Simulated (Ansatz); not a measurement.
# r2SCAN/6-311+G(d,p) run of C2H4F2 (SMILES CC(F)F)

Aim: the vertical ionisation energy of C2H4F2 at r2SCAN/6-311+G**, from 2 runs. 

The calculation is run with Ansatz 0.2.0.

55 further runs of the same task are left out: 55 set aside as unsound or not needed.

## 1. The molecule

C2H4F2: 8 atoms, total charge 0, spin state singlet. As SMILES, `CC(F)F`. Geometry: relaxed at PBE0-D4/def2-TZVP.

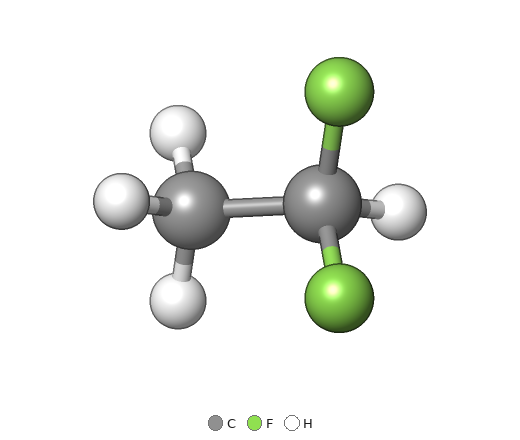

The structure, seen from a chosen angle (carbon grey, fluorine green, hydrogen white).

## 2. The energy at r2SCAN/6-311+G(d,p)

File job.yaml:

```yaml
crystal:
  periodic: [false, false, false]
  atoms:
    - {symbol: C, position_ang: [0.003300, 0.777600, 0.023300]}
    - {symbol: C, position_ang: [-0.052000, -0.718200, -0.008200]}
    - {symbol: F, position_ang: [0.925500, -1.243400, 0.779100]}
    - {symbol: F, position_ang: [0.168200, -1.172100, -1.271900]}
    - {symbol: H, position_ang: [0.981400, 1.111900, -0.325400]}
    - {symbol: H, position_ang: [-0.157200, 1.132800, 1.041800]}
    - {symbol: H, position_ang: [-0.771000, 1.190600, -0.624000]}
    - {symbol: H, position_ang: [-1.006100, -1.136400, 0.329500]}
basis:
  gaussian: {orbitals: 6-311+G_st__st_.json}
output: {orbitals: {seedname: orbitals}}
hamiltonian: {xc: r2scan}
accuracy: high
```

The basis set 6-311+G** is read from a file made from the Basis Set Exchange's data (not shown).

Run with:

```
$ ansatz run job.yaml --threads 1 --pin off --max-ram 3480MiB --events-out events.jsonl --progress --plain --runs-dir runs
```

Output:

```text
Warning: RAYON_NUM_THREADS=1 ignored (pool sized by the plan → 1); use --threads N
Functional definition: r2SCAN
  name "r2SCAN"
  parameter k0 = 0.174
  parameter k1 = 0.065
  parameter a1 = 4.9479
  exchange = r2scan_x(k0 = k0, k1 = k1, a1 = a1)
  correlation = r2scan_c
2216 factors; integrals over basis functions are off by at most 3.7e-9 eV
mean field evaluation 1: about -7565.8012 eV, gradient 5.5e1 eV
mean field evaluation 2: about -7563.4588 eV, gradient 6.1e1 eV
mean field evaluation 4: about -7572.0140 eV, gradient 2.2e0 eV
mean field evaluation 8: about -7572.0203 eV, gradient 4.1e-2 eV
mean field evaluation 16: about -7572.0203 eV, gradient 7.5e-6 eV
mean field -7572.02031309 eV, -278.2666140062 hartree, gradient 8.4e-8 eV, S^2 0.000000; 0 other end points of the search recorded, 0 dependent functions left out
reference -7572.02031474 eV, -278.2666140670 hartree; 17, 17 occupied and 95, 95 virtual orbitals, 2216 factors
Total energy: -7572.02031474 eV, -278.2666140670 hartree
```

Run time: 15 s. Hardware: 1 thread of Arm Neoverse V1, shared host; peak memory 0.35 GiB.

## 3. The doublet cation, same level

File in.yaml:

```yaml
crystal:
  periodic: [false, false, false]
  atoms:
    - symbol: C
      position_ang: [0.003300, 0.777600, 0.023300]
    - symbol: C
      position_ang: [-0.052000, -0.718200, -0.008200]
    - symbol: F
      position_ang: [0.925500, -1.243400, 0.779100]
    - symbol: F
      position_ang: [0.168200, -1.172100, -1.271900]
    - symbol: H
      position_ang: [0.981400, 1.111900, -0.325400]
    - symbol: H
      position_ang: [-0.157200, 1.132800, 1.041800]
    - symbol: H
      position_ang: [-0.771000, 1.190600, -0.624000]
    - symbol: H
      position_ang: [-1.006100, -1.136400, 0.329500]
basis:
  gaussian: {orbitals: 6-311+G_st__st_.json}
total_charge: 1
magnetization: {spin_polarized: true, initial_magnetization: 1}
hamiltonian: {xc: r2scan}
accuracy: high
output: {orbitals: {seedname: orbitals}}
```

The basis set 6-311+G** is read from a file made from the Basis Set Exchange's data (not shown).

Run with:

```
$ ansatz run in.yaml --threads 1 --pin off --max-ram 3480MiB --events-out events.jsonl --progress --plain --runs-dir runs
```

Output:

```text
Warning: RAYON_NUM_THREADS=1 ignored (pool sized by the plan → 1); use --threads N
[... 7 set-up lines as earlier in the session ...]
2216 factors; integrals over basis functions are off by at most 3.7e-9 eV
mean field evaluation 1: about -7550.5861 eV, gradient 5.0e1 eV
mean field evaluation 2: about -7546.9105 eV, gradient 5.8e1 eV
mean field evaluation 4: about -7559.7190 eV, gradient 7.8e0 eV
mean field evaluation 8: about -7559.9419 eV, gradient 1.4e-1 eV
mean field evaluation 16: about -7559.9390 eV, gradient 6.8e-5 eV
mean field evaluation 32: about -7558.9521 eV, gradient 2.9e0 eV
mean field -7559.93901876 eV, -277.8226346287 hartree, gradient 9.9e-8 eV, S^2 0.752854; 2 other end points of the search recorded, 0 dependent functions left out
reference -7559.93902635 eV, -277.8226349075 hartree; 17, 16 occupied and 95, 96 virtual orbitals, 2216 factors
Total energy: -7559.93902635 eV, -277.8226349075 hartree
```

It took 29 s on 1 thread of Arm Neoverse V1, shared host; peak memory 0.49 GiB.

## 4. Summary of results

Level: r2SCAN/6-311+G**.

```
                                          quantity          value
                      singlet C2H4F2: total energy  -278.26661 Eh
                       singlet C2H4F2: HOMO energy       -8.38 eV
                       singlet C2H4F2: LUMO energy        0.64 eV
                     singlet C2H4F2: HOMO–LUMO gap        9.03 eV
                      doublet cation: total energy  -277.82263 Eh
doublet cation: HOMO energy (highest over α and β)      -17.03 eV
 doublet cation: LUMO energy (lowest over α and β)      -15.78 eV
                              doublet cation: ⟨S²⟩          0.753
vertical ionisation energy (to the doublet cation)      12.081 eV
```

Removing an electron at fixed nuclei costs 12.08 eV (1166 kJ/mol). The negative HOMO energy of the first species, 8.38 eV, lies 3.70 eV below that difference.
